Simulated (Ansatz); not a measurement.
# Nb: a single-point calculation

Wanted: energy, forces and, where spin is on, moments of Nb in this cell. System: Nb, its deposited structure (space group Im-3m); the cell holds 1 atom. Source: COD entry 4111969, which need not be the ambient phase.

The COD entry's cell or inner coordinates are ideal or old and differ from later refinements, so a difference from it is no clean test against experiment.

Computed with Ansatz 0.2.0 (DFT r2SCAN, PAW, plane waves, scalar-relativistic, unless a step's input says otherwise).

## Step 1: The structure to begin with

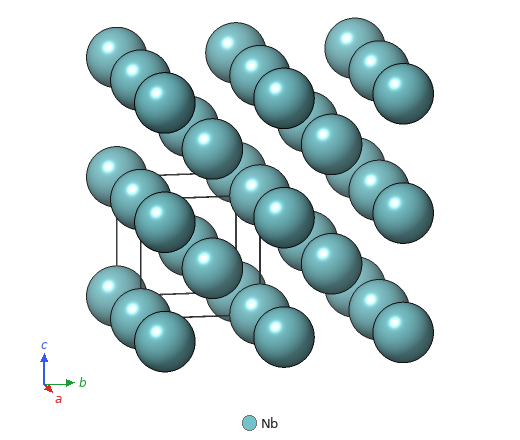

The starting structure, seen slightly off an axis (niobium teal). 2×2×2 cells are drawn. Atoms on the faces are drawn again on the opposite ones. The cell drawn here is the conventional one.

Coordinates:

```xyz
1
Lattice="-1.6640 1.6640 1.6640 1.6640 -1.6640 1.6640 1.6640 1.6640 -1.6640" Properties=species:S:1:pos:R:3 pbc="T T T"
Nb    0.0000    0.0000    0.0000
```

Labels such as Nb1 number the atoms in the order of the input file.

The search for lower states is off throughout, and inputs that name a mixer don't switch to direct minimisation unless they say so. Spin polarisation is off.

## Step 2: Running it

input.yaml

```yaml
crystal:
  lattice:
    - [-1.66395, 1.66395, 1.66395]
    - [1.66395, -1.66395, 1.66395]
    - [1.66395, 1.66395, -1.66395]
  atoms:
    - { symbol: Nb, position: [0.0, 0.0, 0.0] }
hamiltonian:
  xc: r2scan
  pseudopotentials: { kind: paw }
basis:
  ecutwfc: 500
kpoints:
  mp_grid: { grid: [10, 10, 10] }
scf:
  occupations: { method: fixed }
  lower_state_search: "off"
  max_iter: 60
output:
  forces: true
  stress: true
```

On the command line:

```
$ ansatz run input.yaml --threads 2 --pin off --max-ram 5120MiB --backend cpu --events-out ev --progress --plain --runs-dir out
```

The log of the run:

```text
Error: inconsistent input (scf.occupations.method, magnetization): a σ = 0 step fill (method: fixed, or a smearing width below the step floor) cannot realise an odd electron count (13) without a locked total moment — the per-k integer fill puts the same N_el/2 bands in each spin channel; set magnetization.spin_polarized: true with magnetization.spin_locking.lock_magnetization: hard and an odd magnetization.initial_magnetization (the unpaired electron then fills one channel), or use a smearing method with a finite width, such as fermi_dirac
```

Wall time 0.11 s (2 threads of Intel Xeon Platinum 8488C (Sapphire Rapids), shared host); peak memory 0.098 GiB.

## Step 3: Reading the log

The program refused this input, so nothing ran. Its message: inconsistent input (scf.occupations.method, magnetization): a σ = 0 step fill (method: fixed, or a smearing width below the step floor) cannot realise an odd electron count (13) without a locked total moment — the per-k integer fill puts the same N_el/2 bands in each spin channel; [...]

Each of these is now tried alone: Fermi–Dirac smearing of 0.1 eV; back to the default settings.

## Step 4: Fermi–Dirac smearing of 0.1 eV

Changes to input.yaml since step 2:

```diff
@@ -15,3 +15,3 @@
 scf:
-  occupations: { method: fixed }
+  occupations: { method: fermi_dirac, width: 0.1 }
   lower_state_search: "off"
```

On the command line:

```
$ ansatz run input.yaml --threads 2 --pin off --max-ram 5120MiB --backend cpu --events-out ev --progress --plain --runs-dir out
```

The log of the run, shortened:

```text
[...]
Pseudopotentials: kind: paw
Pseudopotential: Nb, paw, valence charge 13, recommended cutoff 500 eV (meta_gga), Nb.paw.azcp
Functional definition: r2SCAN
[...]
Crystal: 1 atoms, lattice volume = 18.428 Å³
Basis set: ecut = 500 eV, 459 PW (Γ), exchange–correlation on 96×96×96 points (64 copies of the dense FFT grid, shifted against one another)
Bands: 11, of which v1, the nominal top of the filled ones, is band 7 counted from 1 (6 counted from 0)
Symmetry: 48 space group operations
Space group: Im-3m (ITA 229), of the structure as read, at distance tolerance 2.6e-5 Å
k-points: 47 of 1000
[...]
SCF iter   1: F=-4563.626175 eV  HF=-4563.633973 eV  |F-HF|=7.80e-3  |Δ(HF+E_count)|=         —  Δρ=1.03e-2  dr2=1.62e-2  dr2_τ=9.85e-3  ethr=1.77e-3  ⟨swp⟩=5.1  Hψ=3137  notcnv=0
[...]
SCF iter   6: F=-4563.631109 eV  HF=-4563.631109 eV  |F-HF|=2.28e-9  |Δ(HF+E_count)|=  5.46e-11  Δρ=7.50e-6  dr2=6.10e-9  dr2_τ=5.17e-10  ethr=6.68e-10  ⟨swp⟩=2.1  Hψ=1811  notcnv=0
[...]
SCF converged after 6 iterations
Free energy (F): -4563.631109 eV
[...]
E sigma→0 (E₀):  -4563.602324 eV
Entropy (-TS):   -0.057570 eV (-57.570 meV/atom)
Fermi energy:    17.301178 eV
[...]
--- Forces (eV/Å), atoms counted from 1 ---
  atom   1  Nb    -0.00000000     0.00000000    -0.00000000
[...]
--- Stress (GPa, compression-positive) ---
       -2.961838      -0.000000      -0.000000
       -0.000000      -2.961838       0.000000
       -0.000000       0.000000      -2.961838
  P = ⅓ Tr σ = -2.9618 GPa (-29.618 kbar)
```

It took 0.78 s on 2 threads of Intel Xeon Platinum 8488C (Sapphire Rapids), shared host; peak memory 0.38 GiB.

Converged in 6 iterations, with no gap on the k-mesh.

## Step 5: Back to the default settings

Changes to input.yaml since step 2:

```diff
@@ -15,5 +15,4 @@
 scf:
-  occupations: { method: fixed }
+  occupations: { method: fermi_dirac, width: 0.05 }
   lower_state_search: "off"
-  max_iter: 60
 output:
```

On the command line:

```
$ ansatz run input.yaml --threads 2 --pin off --max-ram 5120MiB --backend cpu --events-out ev --progress --plain --runs-dir out
```

Its history (converged in 6 iterations):

```json
{"iteration": "1", "Harris–Foulkes energy + 4564 (eV)": "0.3887", "density residual (eV)": "1.57e-02"}
{"iteration": "2", "Harris–Foulkes energy + 4564 (eV)": "0.3918", "density residual (eV)": "6.27e-04"}
{"iteration": "3", "Harris–Foulkes energy + 4564 (eV)": "0.3915", "density residual (eV)": "9.23e-05"}
{"iteration": "4", "Harris–Foulkes energy + 4564 (eV)": "0.3914", "density residual (eV)": "6.39e-07"}
{"iteration": "5", "Harris–Foulkes energy + 4564 (eV)": "0.3914", "density residual (eV)": "1.03e-07"}
{"iteration": "6", "Harris–Foulkes energy + 4564 (eV)": "0.3914", "density residual (eV)": "8.63e-09"}
```

Run time: 0.82 s. Hardware: 2 threads of Intel Xeon Platinum 8488C (Sapphire Rapids), shared host; peak memory 0.39 GiB.

This works: 6 iterations, with no gap on the k-mesh. Against step 4: free energy shifted by +22.5 meV/atom, zero-width estimate shifted by +1.4 meV/atom, pressure -3.2 GPa against -3.0.

## Step 6: All tries on one scale

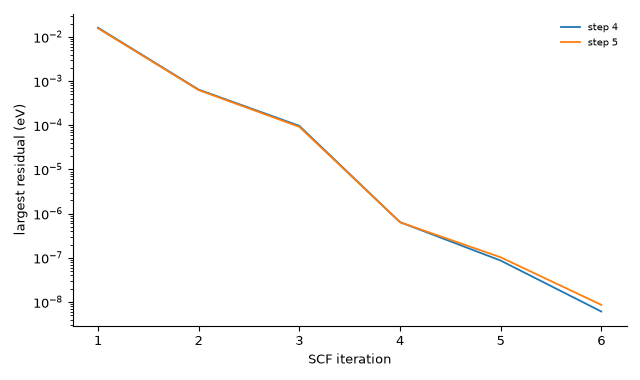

Residual along the iterations.

## Step 7: What came out

| quantity | value |
| --- | --- |
| first try | input refused |
| step 4: Fermi–Dirac smearing of 0.1 eV | converged in 6 iterations |
| step 5: the default settings | converged in 6 iterations |
| state reached in step 5 | no gap on the k-mesh |
| largest force there | 0.000 eV/Å |

The run converges under 2 of the 2 changes tried; with “the default settings” it takes 6 iterations. After “Fermi–Dirac smearing of 0.1 eV” the occupations, cutoff or mesh differ from the default run's, and the free energy lies 22.5 meV/atom lower.
